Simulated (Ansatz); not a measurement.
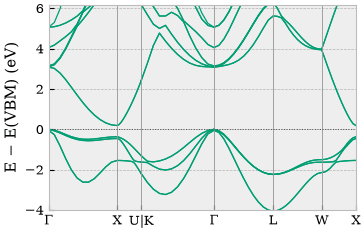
Figure. Band structure from plane-wave PAW PBE with spin–orbit coupling (Ansatz code)

Question: Read off the gap and where the band edges lie.

Answer: About 0.2 eV (0.19 eV by a search for the band edges); maximum at Γ, minimum at X.

The material is YN (rock salt, space group No. 225).

Space group Fm-3m (rock salt). The cell was relaxed with PBE under the symmetry of its start. No spin polarisation was allowed.

Potentials: the earlier of the program's two PAW sets.
